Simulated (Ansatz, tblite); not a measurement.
# The cluster Ga3N3: charged states by level of theory

What does removing or adding an electron cost or gain for the cluster Ga3N3? Each charged state is run at several levels.

Computed with Ansatz 0.2.0, Gaussian basis. Level: as each input shows.

Levels to be run: charge +1 doublet, at the geometry of the singlet (PBE0-D4/def2-TZVP, PBE-D4/def2-TZVP, PBE-QIDH/def2-TZVP, CCSD(T)/def2-SVP); charge -1 doublet, at the geometry of the singlet (PBE0-D4/def2-TZVPD, PBE-D4/def2-TZVPD, PBE-QIDH/def2-TZVPD); the starting singlet's energies come from earlier runs.

3 further runs of the same task are left out: 3 set aside as unsound or not needed.

### 1 The structure

The singlet was relaxed beforehand with B3LYP-D4/def2-SVP. At that level it is the lowest of the isomers that a small search found.

6 atoms, charge 0, spin multiplicity 1.

Atoms are counted from 1 here; the program's logs count them from 0.

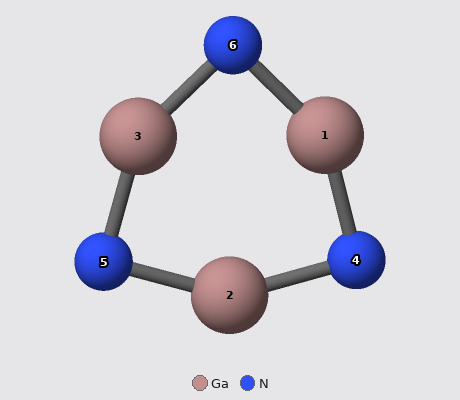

The structure; gallium pink, nitrogen blue; atoms are numbered from 1 in the order of the file.

Geometry (Å):

```
Ga   -0.6576   -1.3501   -0.0579
Ga   -0.8402    1.2458   -0.0068
Ga    1.4979    0.1042    0.0648
N    -2.0254   -0.1409   -0.0875
N     0.8892    1.8256    0.0785
N     1.1362   -1.6847    0.0089
```

### 2 Charge +1 doublet at the fixed geometry, PBE0-D4/def2-TZVP

Input file in.yaml:

```yaml
crystal:
  periodic: [false, false, false]
  atoms:
    - {symbol: Ga, position_ang: [-0.657610, -1.350119, -0.057917]}
    - {symbol: Ga, position_ang: [-0.840186, 1.245834, -0.006798]}
    - {symbol: Ga, position_ang: [1.497857, 0.104195, 0.064827]}
    - {symbol: N, position_ang: [-2.025392, -0.140854, -0.087499]}
    - {symbol: N, position_ang: [0.889176, 1.825630, 0.078474]}
    - {symbol: N, position_ang: [1.136166, -1.684687, 0.008912]}
basis:
  gaussian: {orbitals: def2-TZVP}
total_charge: 1
magnetization: {spin_polarized: true, initial_magnetization: 1}
hamiltonian: {xc: pbe0, dispersion: d4}
scf: {omitted_lower_state_checks: [starts]}
output: {orbitals: {seedname: orbitals}}
```

Started as:

```bash
$ ansatz run in.yaml --threads 4 --pin off --events-out ev --progress --plain --max-ram 4787MiB
```

Log:

```text
Functional definition: PBE0
  name "PBE0"
  cite "Adamo & Barone, J. Chem. Phys. 110, 6158 (1999) doi:10.1063/1.478522"
  cite "Perdew, Burke & Ernzerhof, Phys. Rev. Lett. 77, 3865 (1996) doi:10.1103/PhysRevLett.77.3865"
  parent pbe
  parameter a = 0.25
  parameter kappa = 0.804
  parameter beta = 0.06672455060314922
  exchange = (1 - a)*pbe_x(kappa = kappa, mu = beta*pi^2/3) + a*exact_x
  correlation = pbe_c(beta = beta)
these checks for a lower state are left out or cut short: starts
1704 factors; their error is unknown
mean field evaluation 1: about -161533.2632 eV, gradient 9.3e1 eV
mean field evaluation 2: about -161395.0771 eV, gradient 1.5e2 eV
mean field evaluation 4: about -161540.7735 eV, gradient 7.3e1 eV
mean field evaluation 8: about -161567.3812 eV, gradient 5.4e0 eV
mean field evaluation 16: about -161568.0915 eV, gradient 2.4e-2 eV
mean field evaluation 32: about -161568.0915 eV, gradient 1.0e-5 eV
mean field -161568.09150380 eV, -5937.5178479788 hartree, gradient 2.3e-6 eV, S^2 0.818365; 0 other end points of the search recorded, 0 dependent functions left out
reference -161568.09153638 eV, -5937.5178491761 hartree; 57, 56 occupied and 180, 181 virtual orbitals, 1704 factors
Total energy: -161568.33639484 eV, -5937.5268475587 hartree
Checks for a lower state left out: starts
```

Run time: 2.1 min. Hardware: 4 threads of Arm Neoverse N1, shared host; peak memory 1.4 GiB.

HOMO -11.75 eV, LUMO -10.13 eV (over both spins); ⟨S²⟩ 0.818 (pure: 0.75).

### 3 Charge +1 doublet at the fixed geometry, PBE-D4/def2-TZVP

start.molden holds the orbitals of an earlier run on this state, given as this run's starting guess.

Changes to in.yaml since step 2:

```diff
@@ -10,6 +10,6 @@
 basis:
-  gaussian: {orbitals: def2-TZVP}
+  gaussian: {orbitals: def2-TZVP, initial_orbitals: start.molden}
 total_charge: 1
 magnetization: {spin_polarized: true, initial_magnetization: 1}
-hamiltonian: {xc: pbe0, dispersion: d4}
+hamiltonian: {xc: pbe, dispersion: d4}
 scf: {omitted_lower_state_checks: [starts]}
```

Same command.

Log:

```text
Functional definition: PBE
  name "PBE"
  cite "Perdew, Burke & Ernzerhof, Phys. Rev. Lett. 77, 3865 (1996) doi:10.1103/PhysRevLett.77.3865"
  parent pbe
  parameter kappa = 0.804
  parameter beta = 0.06672455060314922
  exchange = pbe_x(kappa = kappa, mu = beta*pi^2/3)
  correlation = pbe_c(beta = beta)
these checks for a lower state are left out or cut short: starts
1569 factors; their error is unknown
mean field evaluation 1: about -161565.6532 eV, gradient 1.1e1 eV
mean field evaluation 2: about -161565.9648 eV, gradient 4.1e-1 eV
mean field evaluation 4: about -161565.9346 eV, gradient 5.0e-2 eV
mean field evaluation 8: about -161565.9346 eV, gradient 2.3e-5 eV
mean field evaluation 16: about -161565.9359 eV, gradient 4.8e-1 eV
mean field evaluation 32: about -161565.9519 eV, gradient 2.7e-6 eV
mean field -161565.95193905 eV, -5937.4392204246 hartree, gradient 2.7e-6 eV, S^2 0.761029; 1 other end points of the search recorded, 0 dependent functions left out
reference -161565.95198163 eV, -5937.4392219894 hartree; 57, 56 occupied and 180, 181 virtual orbitals, 1569 factors
Total energy: -161566.23917024 eV, -5937.4497759761 hartree
Checks for a lower state left out: starts
```

Wall time 49 s (4 threads of Arm Neoverse N1, shared host); peak memory 0.9 GiB.

From the report: HOMO -10.96 eV, LUMO -11.09 eV (over both spins; with the spin held, an empty level of the minority spin lies below the top filled one); ⟨S²⟩ 0.761 (pure: 0.75); the next solution that the search met lies 0.017 eV higher.

### 4 Charge +1 doublet at the fixed geometry, PBE-QIDH/def2-TZVP

Changes to in.yaml since step 3:

```diff
@@ -13,4 +13,3 @@
 magnetization: {spin_polarized: true, initial_magnetization: 1}
-hamiltonian: {xc: pbe, dispersion: d4}
+hamiltonian: {xc: {name: PBE-QIDH}}
 scf: {omitted_lower_state_checks: [starts]}
-output: {orbitals: {seedname: orbitals}}
```

Same command.

Log:

```text
Functional definition: PBE-QIDH
  name "PBE-QIDH"
  cite "Brémond, Sancho-García, Pérez-Jiménez & Adamo, J. Chem. Phys. 141, 031101 (2014) doi:10.1063/1.4890314"
  cite "Perdew, Burke & Ernzerhof, Phys. Rev. Lett. 77, 3865 (1996) doi:10.1103/PhysRevLett.77.3865"
  parameter a = 3^(-1/3)
  parameter c = 1/3
  exchange = (1 - a)*pbe_x + a*exact_x
  correlation = (1 - c)*pbe_c + c*(mp2_os + mp2_ss)
these checks for a lower state are left out or cut short: starts
1552 factors; integrals over basis functions are off by at most 1.2e-3 eV
mean field evaluation 1: about -161525.5751 eV, gradient 1.9e1 eV
mean field evaluation 2: about -161526.3968 eV, gradient 1.1e0 eV
mean field evaluation 4: about -161526.6646 eV, gradient 9.9e-2 eV
mean field evaluation 8: about -161526.6329 eV, gradient 2.2e0 eV
mean field evaluation 16: about -161526.7433 eV, gradient 7.9e-4 eV
mean field -161526.74334971 eV, -5935.9983313428 hartree, gradient 2.5e-6 eV, S^2 0.771783; 0 other end points of the search recorded, 0 dependent functions left out
30 core orbitals not correlated: weight in the atoms' cores, before any rotation towards them, 1.000 or more for the frozen orbitals, at most 0.000 for the correlated occupied ones
reference -161526.74336304 eV, -5935.9983318328 hartree; 27, 26 occupied and 180, 181 virtual orbitals, 1552 factors
second order -39.18366895 eV of doubles, -0.00000000 eV of singles
Total energy: -161539.80458603 eV, -5936.4783229242 hartree
Checks for a lower state left out: starts
```

Wall time 72 s (4 threads of Arm Neoverse N1, shared host); peak memory 1.2 GiB.

⟨S²⟩ 0.772 (pure: 0.75).

### 5 Charge +1 doublet at the fixed geometry, CCSD(T)/def2-SVP

Changes to in.yaml since step 4:

```diff
@@ -10,6 +10,7 @@
 basis:
-  gaussian: {orbitals: def2-TZVP, initial_orbitals: start.molden}
+  gaussian: {orbitals: def2-SVP, initial_orbitals: start.molden}
 total_charge: 1
 magnetization: {spin_polarized: true, initial_magnetization: 1}
-hamiltonian: {xc: {name: PBE-QIDH}}
-scf: {omitted_lower_state_checks: [starts]}
+correlation: {method: ccsd_t}
+scf: {omitted_lower_state_checks: [starts, cluster_reference]}
+output: {orbitals: {seedname: orbitals}}
```

Same command.

Log:

```text
Functional definition: HF
  name "HF"
  cite "Fock, Z. Phys. 61, 126 (1930) doi:10.1007/BF01340294"
  parent pbe
  exchange = exact_x
  correlation = 0
these checks for a lower state are left out or cut short: starts, cluster_reference
1377 factors; integrals over basis functions are off by at most 8.7e-4 eV
mean field evaluation 1: about -161409.5739 eV, gradient 1.9e1 eV
mean field evaluation 2: about -161411.5986 eV, gradient 2.2e0 eV
mean field evaluation 4: about -161411.7361 eV, gradient 1.1e-2 eV
mean field evaluation 8: about -161411.6709 eV, gradient 1.8e0 eV
mean field evaluation 16: about -161411.7484 eV, gradient 1.9e-2 eV
mean field -161411.74838021 eV, -5931.7723441600 hartree, gradient 2.9e-6 eV, S^2 1.260596; 0 other end points of the search recorded, 0 dependent functions left out
30 core orbitals not correlated: weight in the atoms' cores, before any rotation towards them, 1.000 or more for the frozen orbitals, at most 0.000 for the correlated occupied ones
reference -161411.74838021 eV, -5931.7723441600 hartree; 27, 26 occupied and 81, 82 virtual orbitals, 1377 factors
second order -29.31608917 eV of doubles, -0.00000000 eV of singles
cycle   1  -26.69938807 eV  change     2.6e0 eV  update   2.5e-1
cycle   2  -28.23669948 eV  change    -1.5e0 eV  update   9.9e-2
cycle   3  -28.69770199 eV  change   -4.6e-1 eV  update   6.6e-2
cycle   4  -28.74753847 eV  change   -5.0e-2 eV  update   3.4e-2
cycle   5  -28.77119223 eV  change   -2.4e-2 eV  update   1.8e-2
cycle   6  -28.79534638 eV  change   -2.4e-2 eV  update   8.9e-3
cycle   7  -28.79941634 eV  change   -4.1e-3 eV  update   5.1e-3
cycle   8  -28.80276842 eV  change   -3.4e-3 eV  update   3.5e-3
cycle   9  -28.80587449 eV  change   -3.1e-3 eV  update   2.7e-3
cycle  10  -28.80586244 eV  change    1.2e-5 eV  update   2.3e-3
cycle  11  -28.80552122 eV  change    3.4e-4 eV  update   1.9e-3
cycle  12  -28.80745812 eV  change   -1.9e-3 eV  update   1.6e-3
cycle  13  -28.80696700 eV  change    4.9e-4 eV  update   1.3e-3
cycle  14  -28.80947891 eV  change   -2.5e-3 eV  update   9.7e-4
cycle  15  -28.80955867 eV  change   -8.0e-5 eV  update   7.0e-4
cycle  16  -28.80950681 eV  change    5.2e-5 eV  update   4.2e-4
cycle  17  -28.80981981 eV  change   -3.1e-4 eV  update   2.6e-4
cycle  18  -28.80972238 eV  change    9.7e-5 eV  update   1.6e-4
cycle  19  -28.80988550 eV  change   -1.6e-4 eV  update   9.9e-5
cycle  20  -28.81002828 eV  change   -1.4e-4 eV  update   5.9e-5
cycle  21  -28.81007384 eV  change   -4.6e-5 eV  update   3.8e-5
cycle  22  -28.81010702 eV  change   -3.3e-5 eV  update   2.4e-5
perturbative correction -1.62713759 eV, -0.0597962037 hartree
Total energy: -161442.18562482 eV, -5932.8908922685 hartree
Checks for a lower state left out: starts, cluster_reference
```

It took 1.9 min on 4 threads of Arm Neoverse N1, shared host; peak memory 1.5 GiB.

Report: Hartree-Fock HOMO -13.02 eV, LUMO -5.80 eV (over both spins); ⟨S²⟩ 1.261 (pure: 0.75); T1 0.040. Doubts: spin contamination.

### 6 Vertical ionisation energy

Charged state less starting state, singlet to doublet; the starting state's energies are those of its earlier runs.

```csv
level,vertical ionisation energy (eV),time
HF/def2-SVP†,+7.05,
PBE-D4/def2-TZVP,+8.43,55 s
PBE0-D4/def2-TZVP,+8.50,2.3 min
PBE-QIDH/def2-TZVP,+8.71,90 s
MP2/def2-SVP†,+9.53,
CCSD/def2-SVP†,+8.27,
CCSD(T)/def2-SVP†,+8.36,2.3 min
```

Times add the two runs; a level without a time comes out of a correlated run. † marks a level with a doubtful state (flagged, unstable, out of aufbau order, or strongly spin-contaminated); such levels are left out of the summary. CCSD(T)/def2-SVP is no safe reference here (large T1 diagnostic, spin contamination).

Beside −ε(HOMO) of the starting state:

```csv
level,−ε(HOMO) (eV),by difference (eV),mismatch (eV)
PBE-D4/def2-TZVP,5.74,8.43,-2.69
PBE0-D4/def2-TZVP,6.87,8.50,-1.64
```

### 7 Charge -1 doublet at the fixed geometry, PBE0-D4/def2-TZVPD

Changes to in.yaml since step 5:

```diff
@@ -10,7 +10,7 @@
 basis:
-  gaussian: {orbitals: def2-SVP, initial_orbitals: start.molden}
-total_charge: 1
+  gaussian: {orbitals: def2-TZVPD}
+total_charge: -1
 magnetization: {spin_polarized: true, initial_magnetization: 1}
-correlation: {method: ccsd_t}
-scf: {omitted_lower_state_checks: [starts, cluster_reference]}
+hamiltonian: {xc: pbe0, dispersion: d4}
+scf: {omitted_lower_state_checks: [starts]}
 output: {orbitals: {seedname: orbitals}}
```

Same command.

Log:

```text
Functional definition: PBE0
  name "PBE0"
  cite "Adamo & Barone, J. Chem. Phys. 110, 6158 (1999) doi:10.1063/1.478522"
  cite "Perdew, Burke & Ernzerhof, Phys. Rev. Lett. 77, 3865 (1996) doi:10.1103/PhysRevLett.77.3865"
  parent pbe
  parameter a = 0.25
  parameter kappa = 0.804
  parameter beta = 0.06672455060314922
  exchange = (1 - a)*pbe_x(kappa = kappa, mu = beta*pi^2/3) + a*exact_x
  correlation = pbe_c(beta = beta)
these checks for a lower state are left out or cut short: starts
1809 factors; their error is unknown
mean field evaluation 1: about -161561.7273 eV, gradient 6.7e1 eV
mean field evaluation 2: about -161470.1549 eV, gradient 1.4e2 eV
mean field evaluation 4: about -161576.8461 eV, gradient 2.1e1 eV
mean field evaluation 8: about -161578.6871 eV, gradient 2.0e-1 eV
mean field evaluation 16: about -161579.1994 eV, gradient 3.7e-3 eV
mean field -161579.19935670 eV, -5937.9260540439 hartree, gradient 7.0e-5 eV, S^2 0.769897; 0 other end points of the search recorded, 0 dependent functions left out
reference -161579.19939324 eV, -5937.9260553864 hartree; 58, 57 occupied and 215, 216 virtual orbitals, 1809 factors
Total energy: -161579.48194944 eV, -5937.9364391355 hartree
Checks for a lower state left out: starts
```

Wall time 47 s (4 threads of Arm Neoverse N1, shared host); peak memory 1.6 GiB.

HOMO -1.01 eV, LUMO 0.99 eV (over both spins); ⟨S²⟩ 0.770 (pure: 0.75).

### 8 Charge -1 doublet at the fixed geometry, PBE-D4/def2-TZVPD

Changes to in.yaml since step 7:

```diff
@@ -10,6 +10,6 @@
 basis:
-  gaussian: {orbitals: def2-TZVPD}
+  gaussian: {orbitals: def2-TZVPD, initial_orbitals: start.molden}
 total_charge: -1
 magnetization: {spin_polarized: true, initial_magnetization: 1}
-hamiltonian: {xc: pbe0, dispersion: d4}
+hamiltonian: {xc: pbe, dispersion: d4}
 scf: {omitted_lower_state_checks: [starts]}
```

Same command.

Log:

```text
Functional definition: PBE
  name "PBE"
  cite "Perdew, Burke & Ernzerhof, Phys. Rev. Lett. 77, 3865 (1996) doi:10.1103/PhysRevLett.77.3865"
  parent pbe
  parameter kappa = 0.804
  parameter beta = 0.06672455060314922
  exchange = pbe_x(kappa = kappa, mu = beta*pi^2/3)
  correlation = pbe_c(beta = beta)
these checks for a lower state are left out or cut short: starts
1665 factors; their error is unknown
mean field evaluation 1: about -161576.8969 eV, gradient 1.1e1 eV
mean field evaluation 2: about -161577.1669 eV, gradient 3.2e-1 eV
mean field evaluation 4: about -161577.1133 eV, gradient 4.6e-2 eV
mean field evaluation 8: about -161577.1133 eV, gradient 2.2e-5 eV
mean field -161577.11332614 eV, -5937.8493938346 hartree, gradient 2.2e-5 eV, S^2 0.757854; 0 other end points of the search recorded, 0 dependent functions left out
reference -161577.11337335 eV, -5937.8493955695 hartree; 58, 57 occupied and 215, 216 virtual orbitals, 1665 factors
Total energy: -161577.44440301 eV, -5937.8615606851 hartree
Checks for a lower state left out: starts
```

It took 18 s on 4 threads of Arm Neoverse N1, shared host; peak memory 0.63 GiB.

HOMO -0.48 eV, LUMO 0.20 eV (over both spins); ⟨S²⟩ 0.758 (pure: 0.75).

### 9 Charge -1 doublet at the fixed geometry, PBE-QIDH/def2-TZVPD

Changes to in.yaml since step 8:

```diff
@@ -13,4 +13,3 @@
 magnetization: {spin_polarized: true, initial_magnetization: 1}
-hamiltonian: {xc: pbe, dispersion: d4}
+hamiltonian: {xc: {name: PBE-QIDH}}
 scf: {omitted_lower_state_checks: [starts]}
-output: {orbitals: {seedname: orbitals}}
```

Same command.

Log:

```text
Functional definition: PBE-QIDH
  name "PBE-QIDH"
  cite "Brémond, Sancho-García, Pérez-Jiménez & Adamo, J. Chem. Phys. 141, 031101 (2014) doi:10.1063/1.4890314"
  cite "Perdew, Burke & Ernzerhof, Phys. Rev. Lett. 77, 3865 (1996) doi:10.1103/PhysRevLett.77.3865"
  parameter a = 3^(-1/3)
  parameter c = 1/3
  exchange = (1 - a)*pbe_x + a*exact_x
  correlation = (1 - c)*pbe_c + c*(mp2_os + mp2_ss)
these checks for a lower state are left out or cut short: starts
1734 factors; integrals over basis functions are off by at most 1.1e-3 eV
mean field evaluation 1: about -161535.9346 eV, gradient 1.9e1 eV
mean field evaluation 2: about -161536.6278 eV, gradient 9.0e-1 eV
mean field evaluation 4: about -161536.8732 eV, gradient 2.4e-2 eV
mean field evaluation 8: about -161536.8733 eV, gradient 2.6e-6 eV
mean field -161536.87327198 eV, -5936.3705991200 hartree, gradient 4.3e-6 eV, S^2 0.815098; 0 other end points of the search recorded, 0 dependent functions left out
30 core orbitals not correlated: weight in the atoms' cores, before any rotation towards them, 1.000 or more for the frozen orbitals, at most 0.000 for the correlated occupied ones
reference -161536.87328746 eV, -5936.3705996888 hartree; 28, 27 occupied and 215, 216 virtual orbitals, 1734 factors
second order -43.01373739 eV of doubles, -0.00000000 eV of singles
Total energy: -161551.21119992 eV, -5936.8975082532 hartree
Checks for a lower state left out: starts
```

Wall time 45 s (4 threads of Arm Neoverse N1, shared host); peak memory 1.3 GiB.

Report: ⟨S²⟩ 0.815 (pure: 0.75).

### 10 Vertical electron affinity

Starting state less charged state (positive: the electron is bound), singlet to doublet; the starting state's energies are those of its earlier runs.

```csv
level,vertical electron affinity (eV),time
PBE-D4/def2-TZVPD,+2.70,26 s
PBE0-D4/def2-TZVPD,+2.57,64 s
PBE-QIDH/def2-TZVPD,+2.54,70 s
```

Times add the two runs; a level without a time comes out of a correlated run.

Beside −ε(LUMO) of the starting state:

| level | −ε(LUMO) (eV) | by difference (eV) | mismatch (eV) |
| --- | --- | --- | --- |
| PBE-D4/def2-TZVPD | 4.90 | 2.70 | +2.20 |
| PBE0-D4/def2-TZVPD | 4.08 | 2.57 | +1.51 |
| PBE-QIDH/def2-TZVPD | 2.41 | 2.54 | -0.13 |

### 11 Results

```
                                             quantity                                value
 vertical ionisation energy, functionals in def2-TZVP  8.43 (PBE-D4) to 8.71 eV (PBE-QIDH)
vertical electron affinity, functionals in def2-TZVPD  2.54 (PBE-QIDH) to 2.70 eV (PBE-D4)
```

In words: The vertical ionisation energy spans 8.43 to 8.71 eV over the functionals. −ε(HOMO) misses the level's own difference by -1.64 eV at best (PBE0-D4) and -2.69 eV at worst (PBE-D4). The vertical electron affinity spans 2.54 to 2.70 eV over the functionals. −ε(LUMO) misses the level's own difference by -0.13 eV at best (PBE-QIDH) and +2.20 eV at worst (PBE-D4).
